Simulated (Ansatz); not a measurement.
Consider CH5Ga···HF.

```yaml
atoms:
  - { symbol: Ga, position_ang: [0.0050, 0.0735, 0.2510] }
  - { symbol: C, position_ang: [0.0294, 0.2993, 2.2375] }
  - { symbol: H, position_ang: [-0.9063, -0.0208, 2.7047] }
  - { symbol: H, position_ang: [0.8577, -0.2383, 2.7077] }
  - { symbol: H, position_ang: [0.1593, 1.3576, 2.4857] }
  - { symbol: H, position_ang: [1.3691, -0.0333, -0.5376] }
  - { symbol: H, position_ang: [-1.3425, 0.2960, -0.5418] }
  - { symbol: F, position_ang: [-0.2900, -2.3148, 0.5428] }
  - { symbol: H, position_ang: [-0.3141, -2.5936, 1.4045] }
```

These are results of RHF/def2-SVP in Ansatz 0.2.0, not measurements.

**What will maps of the electron density and electron localisation function show?**

Ga1···F8 (2.42 Å): the density falls to about 0.14 e/Å³ on the way; the ELF dips to about 0.05 between them.
C–Ga (2.00 Å): ρ at the midpoint is about 0.75 e/Å³; the ELF peaks at about 0.95 in the valence shell of C, 0.7 Å from its nucleus, and is about 0.60 at the midpoint.
F–H (0.91 Å): the density is about 4.9 e/Å³ at the midpoint; the ELF climbs to about 1 towards the hydrogen, as it does in any bond to H; a covalent bond by its length.
C–H (1.09 Å): ρ at the midpoint is about 1.9 e/Å³; the ELF climbs to about 1 towards the hydrogen: an ordinary covalent bond to hydrogen.

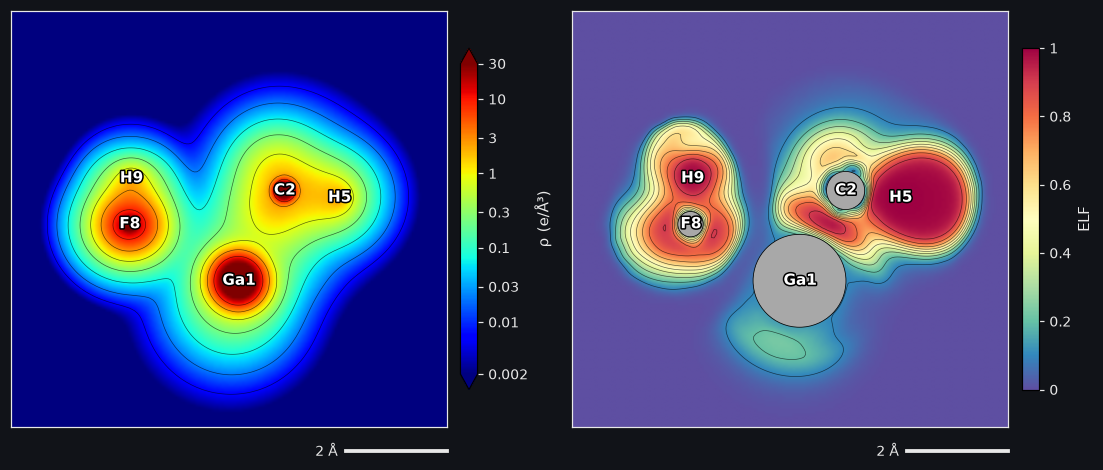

Computed electron density and electron localisation function on the plane of atoms Ga1, C2 and H5, in this order. Grey discs cover the atomic cores in the ELF map. 
